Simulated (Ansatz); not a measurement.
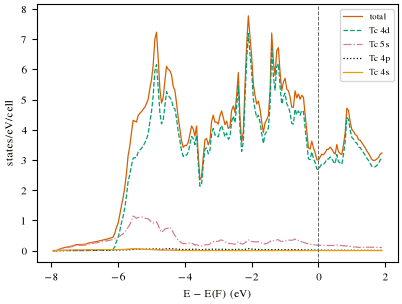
Figure: Total and projected density of states of Tc (dhcp (α-La type), P6_3/mmc), r²SCAN+D4 in the plane-wave PAW code Ansatz

**Question.** Which orbitals carry the states next to the Fermi level?

**Answer.** Within 0.5 eV of the Fermi level: Tc 4d 90 %, Tc 5s 6 %. Projections are on Löwdin-orthogonalised atomic valence shells; empty p or d shells of many metals are not among them.

**Question.** Where is the tallest occupied peak in this window, and what makes it?

**Answer.** Near -2.1 eV, about 7.8 states/eV per cell; the largest projected share is Tc 4d.

The workflow started from a Materials Project entry (that database holds measured and hypothetical structures alike). Its sites differ from those of the usual phase in this space group: another stacking or structure type. The r²SCAN+D4 relaxation kept the symmetry of its start; its stability against distortions is not shown here. The run is not spin-polarised. The pairwise dispersion correction was not fitted to metals. Spin–orbit coupling is left out wherever it is not named.

Potentials: the later of the program's two PAW sets.
